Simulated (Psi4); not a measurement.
**OMP2/cc-pVTZ (density fitting for correlation) run of SiCl2 (SMILES Cl[Si]Cl)**

What is the energy change on altering one bond length of SiCl2 at OMP2/cc-pVTZ (density fitting for correlation)? 

Program for the calculation: Psi4 1.11.

1 further run of the same task is left out (set aside as unsound or not needed).

## 1. The molecule

The species is SiCl2 (3 atoms), meant as a singlet with charge 0. As SMILES, `Cl[Si]Cl`. The shape is that of a PBE0-D4/def2-TZVP optimisation.

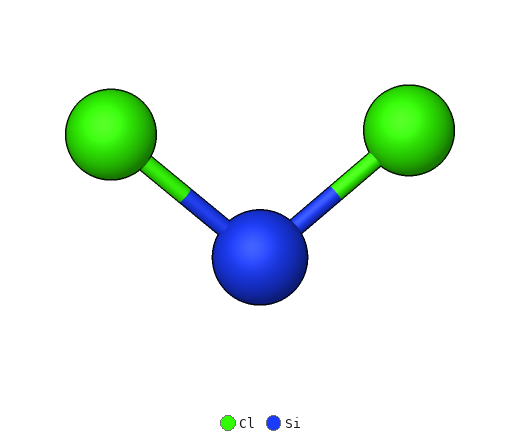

Viewed from a chosen angle; chlorine green, silicon blue.

## 2. A single-point energy at OMP2/cc-pVTZ (density fitting for correlation)

cl2si.xyz

```xyz
3
Cl2Si
Cl     0.293800     1.603800     0.338000
Si    -0.770100    -0.010400    -0.422000
Cl     0.476300    -1.593400     0.084000
```

cl2si_ase.py

```python
import numpy as np
from ase.calculators.psi4 import Psi4
from ase.io import read

atoms = read('cl2si.xyz')
calc = Psi4(atoms=atoms, method='omp2', basis='cc-pVTZ', memory='1600MB', num_threads=1, charge=0, multiplicity=1, label='calc')
calc.psi4.set_options({'puream': True, 'e_convergence': 1e-09, 'd_convergence': 1e-08, 'scf_type': 'pk', 'num_frozen_docc': 15})
atoms.calc = calc

print(f'energy: {atoms.get_potential_energy():.6f} eV')
```

Run with:

```
python cl2si_ase.py
```

calc.dat:

```text
[...]
  Running in c1 symmetry.
[...]
  Nuclear repulsion =  168.862006344462912
[...]
  Multiplicity = 1
[...]
  Nalpha       = 24
  Nbeta        = 24
[...]
    Number of basis functions: 102
[...]
   @RHF iter   1: -1208.03109105067324   -4.37757e-01   2.13138e-03 DIIS/ADIIS
[...]
   @RHF iter  11: -1208.05521200394742   -1.59162e-12   2.11811e-09 DIIS
[...]
    Orbital Energies [Eh]
    ---------------------
    Doubly Occupied:
       1A   -104.842147     2A   -104.842135     3A    -68.881580
       4A    -10.568967     5A    -10.568952     6A     -8.035149
       7A     -8.035136     8A     -8.034300     9A     -8.034286
      10A     -8.034016    11A     -8.034002    12A     -6.220303
      13A     -4.321179    14A     -4.320897    15A     -4.319944
      16A     -1.124584    17A     -1.093276    18A     -0.672994
      19A     -0.550859    20A     -0.519403    21A     -0.506633
      22A     -0.474154    23A     -0.458991    24A     -0.374676
[...]
  @RHF Final Energy: -1208.05521200394742
   => Energetics <=
    Nuclear Repulsion Energy =            168.8620063444629125
    One-Electron Energy =               -2008.0973100619489742
    Two-Electron Energy =                 631.1800917135387863
    Total Energy =                      -1208.0552120039471902
[...]
 Multipole Moments:
 ------------------------------------------------------------------------------------
     Multipole            Electronic (a.u.)      Nuclear  (a.u.)        Total (a.u.)
 ------------------------------------------------------------------------------------
 L = 1.  Multiply by 2.5417464519 to convert [e a0] to [Debye]
 Dipole X            :          0.2508714           -0.6222808           -0.3714094
 Dipole Y            :          0.0035606           -0.0084037           -0.0048431
 Dipole Z            :          0.1374918           -0.3409979           -0.2035061
 Magnitude           :                                                    0.4235365
[...]
	Warning: cc_lambda option is changed to TRUE
	For this residual convergence, default PCG convergence is:     1.00e-07
[...]
	DF-MP2 Total Energy (a.u.)         : -1208.52538024106707
[...]
	DF-MP2 Total Energy (a.u.)         : -1208.53066618740763
[...]
	DF-OMP2 Total Energy (a.u.)        : -1208.53066618738603
[...]
```

Standard output:

```text
energy: -32885.794480 eV
```

Run time: 40 s. Hardware: 1 thread of Intel Xeon Platinum 8488C (Sapphire Rapids), shared host; peak memory 0.63 GiB.

## 3. The distorted shape

run.py

```python
import psi4

psi4.set_memory('1600 MB')
psi4.set_num_threads(1)
psi4.set_output_file('run.log', False)

mol = psi4.geometry("""
0 1
Cl    -1.201881     3.503401    -0.269200
Si    -2.265781     1.889201    -1.029200
Cl     0.476300    -1.593400     0.084000
symmetry c1
no_reorient
no_com
""")

options = {'basis': 'cc-pVTZ', 'puream': True, 'e_convergence': 1e-09, 'd_convergence': 1e-08, 'scf_type': 'pk', 'num_frozen_docc': 15}
psi4.set_options(options)

result, w = psi4.energy('omp2', return_wfn=True)
print('E =', round(result, 9))
```

Run with:

```
python run.py
```

run.log:

```text
[...]
  Running in c1 symmetry.
[...]
  Nuclear repulsion =  116.625658765460159
[...]
  Multiplicity = 1
[...]
  Nalpha       = 24
  Nbeta        = 24
[...]
    Number of basis functions: 102
[...]
   @RHF iter   1: -1207.78599923000343   -7.74684e-01   3.53842e-03 ADIIS/DIIS
[...]
   @RHF iter  16: -1207.88040361037361   -2.95586e-11   4.26731e-09 DIIS
[...]
    Orbital Energies [Eh]
    ---------------------
    Doubly Occupied:
       1A   -104.964610     2A   -104.642391     3A    -69.046487
       4A    -10.688438     5A    -10.367643     6A     -8.154319
       7A     -8.153462     8A     -8.153379     9A     -7.833767
      10A     -7.833200    11A     -7.833195    12A     -6.380572
      13A     -4.478946    14A     -4.478705    15A     -4.478349
      16A     -1.217807    17A     -0.870056    18A     -0.762923
      19A     -0.593615    20A     -0.593120    21A     -0.560710
      22A     -0.288098    23A     -0.288028    24A     -0.274015
[...]
  @RHF Final Energy: -1207.88040361037361
   => Energetics <=
    Nuclear Repulsion Energy =            116.6256587654601589
    One-Electron Energy =               -1903.1404551043146967
    Two-Electron Energy =                 578.6343927284809752
    Total Energy =                      -1207.8804036103733779
[...]
 Multipole Moments:
 ------------------------------------------------------------------------------------
     Multipole            Electronic (a.u.)      Nuclear  (a.u.)        Total (a.u.)
 ------------------------------------------------------------------------------------
 L = 1.  Multiply by 2.5417464519 to convert [e a0] to [Debye]
 Dipole X            :         79.1454998          -83.2534170           -4.1079172
 Dipole Y            :       -105.9410590          111.3404542            5.3993953
 Dipole Z            :         31.5307600          -33.1782995           -1.6475395
 Magnitude           :                                                    6.9816072
[...]
	Warning: cc_lambda option is changed to TRUE
	For this residual convergence, default PCG convergence is:     1.00e-07
[...]
	DF-MP2 Total Energy (a.u.)         : -1208.34417573353699
[...]
	DF-MP2 Total Energy (a.u.)         : -1208.37101713374545
[...]
	DF-OMP2 Total Energy (a.u.)        : -1208.37101713514471
[...]
```

On the terminal:

```text
E = -1208.371017135
```

Wall time 32 s (1 thread of Intel Xeon Platinum 8488C (Sapphire Rapids), shared host); peak memory 0.59 GiB.

## 4. Summary of results

At OMP2/cc-pVTZ (density fitting for correlation), 15 core orbitals frozen:

| quantity | value |
| --- | --- |
| first shape: total energy | -1208.53067 Eh |
| first shape: HOMO energy (Hartree–Fock orbitals) | -10.20 eV |
| first shape: LUMO energy (Hartree–Fock orbitals) | 0.32 eV |
| first shape: HOMO–LUMO gap (Hartree–Fock orbitals) | 10.51 eV |
| first shape: correlation energy (15 core orbitals frozen) | -475.5 mEh |
| distorted shape: total energy | -1208.37102 Eh |
| distorted shape: HOMO energy (Hartree–Fock orbitals) | -7.46 eV |
| distorted shape: LUMO energy (Hartree–Fock orbitals) | -2.98 eV |
| distorted shape: HOMO–LUMO gap (Hartree–Fock orbitals) | 4.48 eV |
| distorted shape: correlation energy (15 core orbitals frozen) | -490.6 mEh |
| energy change with the Si2–Cl3 bond stretched from 2.077 to 4.570 Å | 4.344 eV |

In words: One bond (distorted shape) is far stretched, which a spin-restricted single reference describes badly; perturbation theory on it can break down and give far too much correlation. With the Si2–Cl3 bond stretched from 2.077 to 4.570 Å the energy rises by 4.34 eV (100 kcal/mol). The first shape isn't relaxed at this level, so the change isn't measured from a minimum. A restricted reference can't describe the breaking bond well at this length.
